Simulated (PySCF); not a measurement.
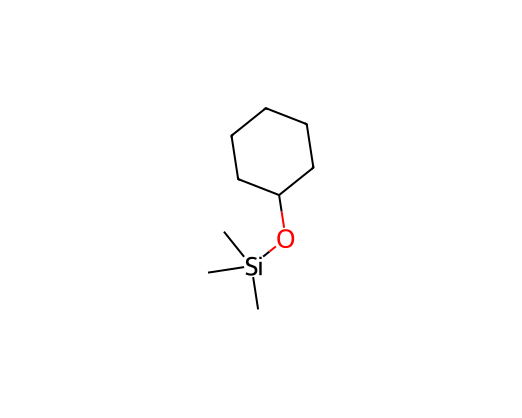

2D structure.

Question: Write the SMILES.

Answer: C[Si](C)(C)OC1CCCCC1

Question: What is the molecular formula?

Answer: C9H20OSi.

The parts below concern this one geometry. Atoms keep their numbers from picture to picture. The geometry was computed by an optimisation with PBE0-D3(BJ)/def2-SVP. No frequency run is at hand to confirm it as a minimum.

## Shape

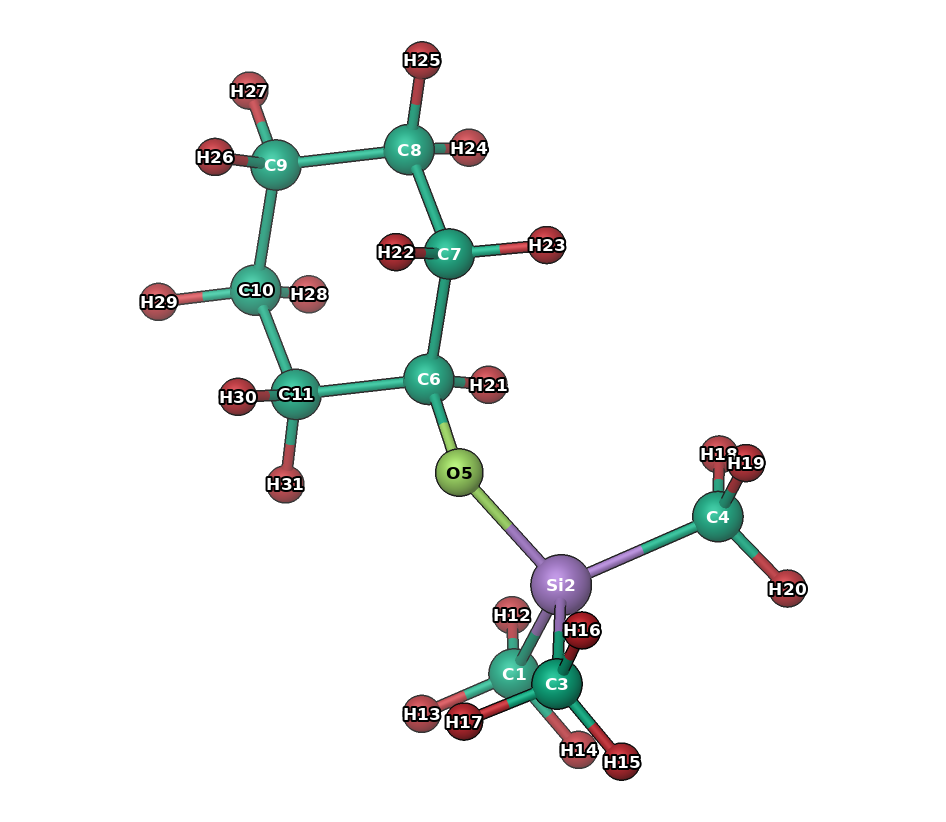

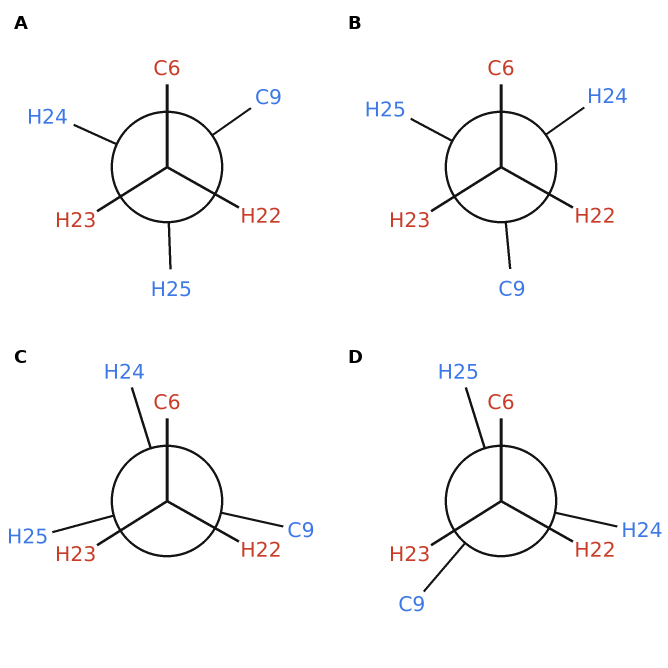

Distant atoms are faded towards the background colour. Bonds that would overlap in a projection are set slightly apart. No frequency run is at hand to confirm it as a minimum.

Question: Which Newman projection shows the view along C7–C8, with C7 in front?

Answer: A. The torsion angle C6–C7–C8–C9 is 55°, synclinal (gauche).

## Ring current

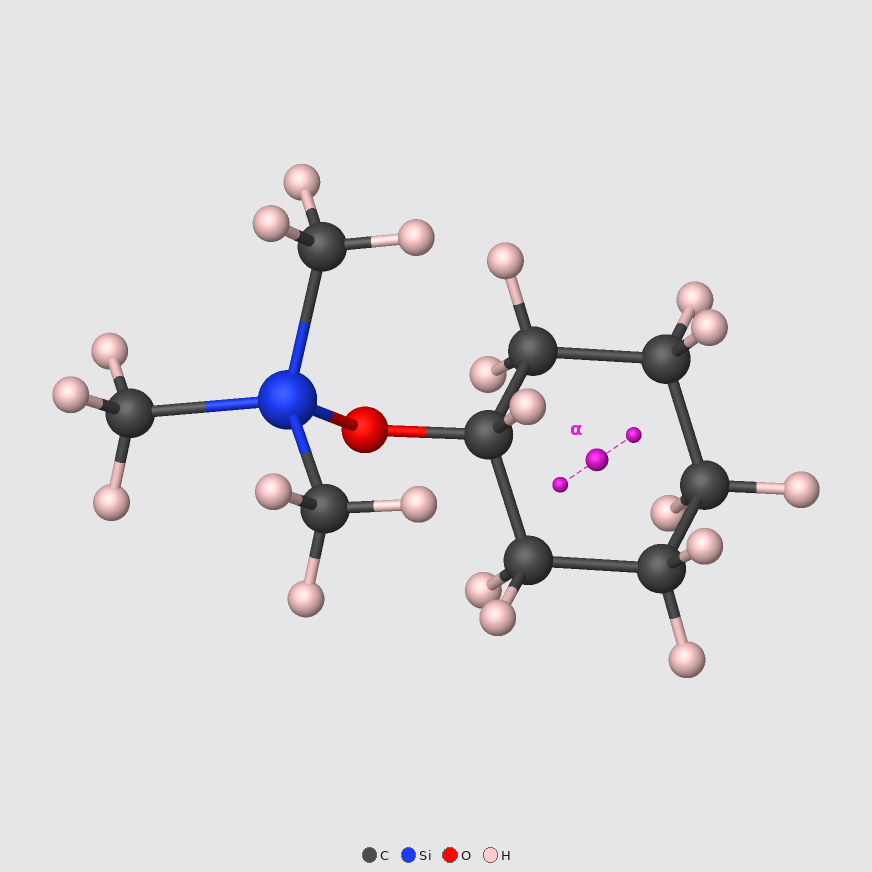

The small points mark where nucleus-independent chemical shifts (NICS) were computed: at the centre of each lettered ring and 1 Å above and below it. No frequency run is at hand to confirm it as a minimum. Level of theory: GIAO B3LYP/pcSseg-1 NMR shielding, non-relativistic, gas phase (PySCF 2.14.0).

Give NICS(0), NICS(1) and the out-of-plane component NICS(1)zz for each ring (means of the two sides).

| ring | members | NICS(0) | NICS(1) | NICS(1)zz |
| --- | --- | --- | --- | --- |
| α | C6 | −3.1 | −2.7 | 2.7 |

Values in ppm.

Question: What do the values say about the ring currents?

Answer: Ring α: weak, as in a non-aromatic ring. NICS is one index among several.

## Quadrupole coupling

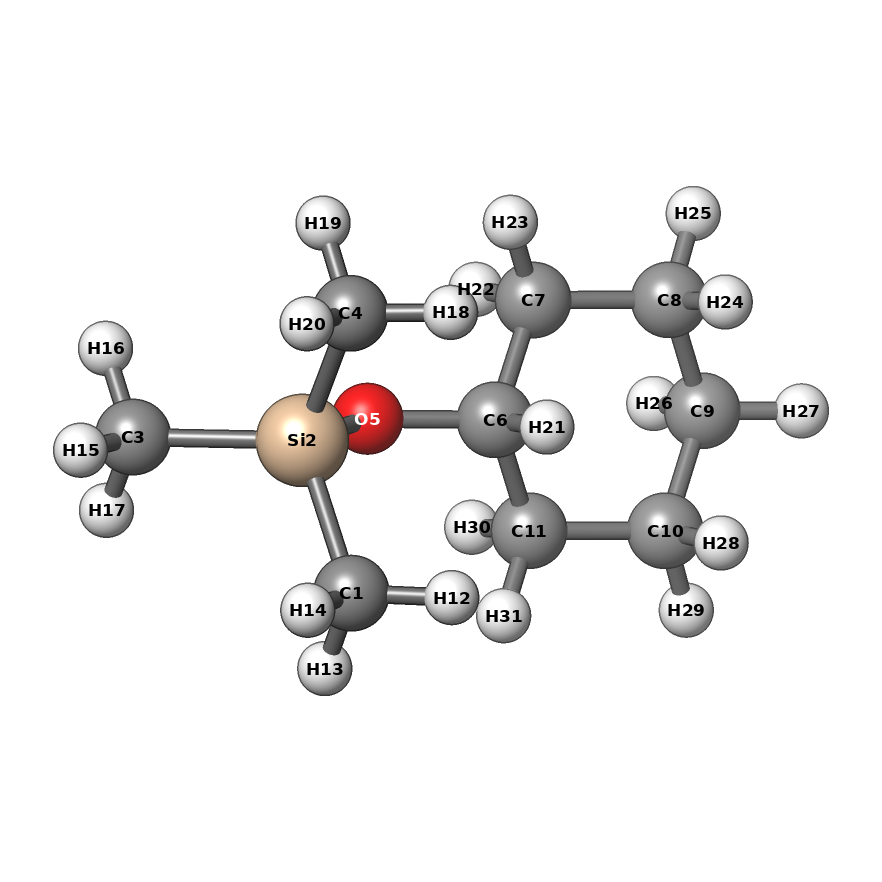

No frequency run is at hand to confirm it as a minimum. Electric field gradients from the ground-state density, PBE0/pcSseg-1 (PySCF 2.14.0), non-relativistic apart from any core potentials.

Give the largest field-gradient component, the quadrupole coupling constant and the asymmetry for 17O at O5 (Q = −25.6 mb).

| atom | V_zz (a.u.) | e²qQ/h (MHz) | η |
| --- | --- | --- | --- |
| O5 | 1.682 | −10.12 | 0.45 |

## Dipole moment

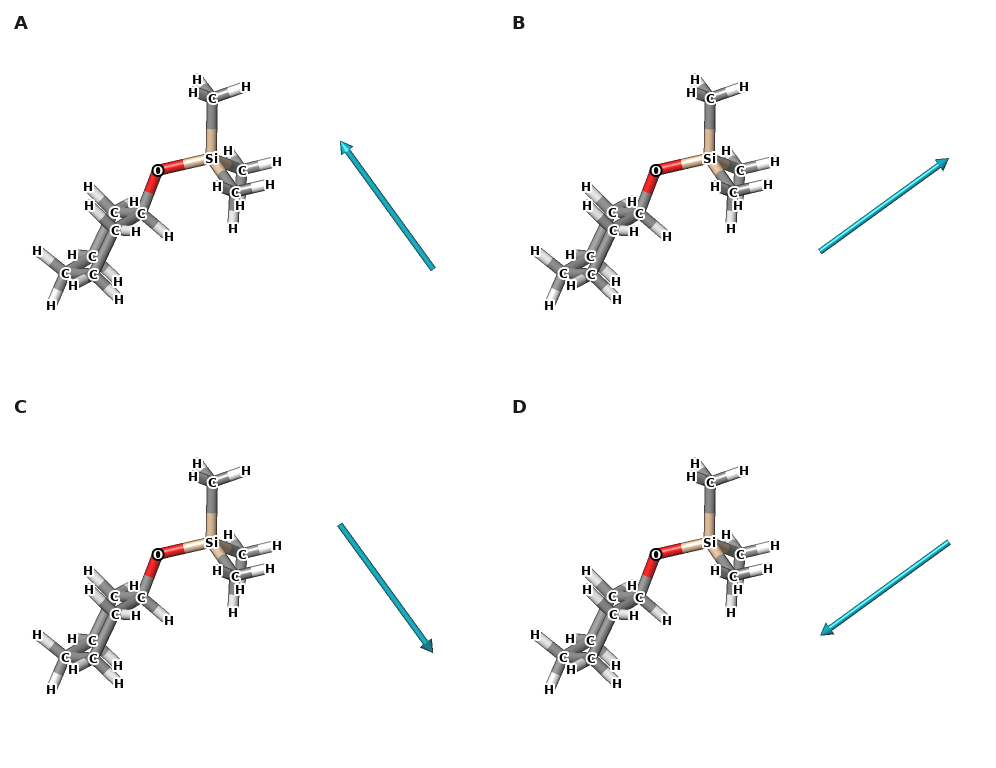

The same molecule four times, each with an arrow. No frequency run is at hand to confirm it as a minimum. Properties computed with B3LYP/pcSseg-1, gas phase (PySCF 2.14.0).

Question: Which arrow points along the dipole moment, from the negative to the positive end?

Answer: C. The dipole moment is 0.98 D.
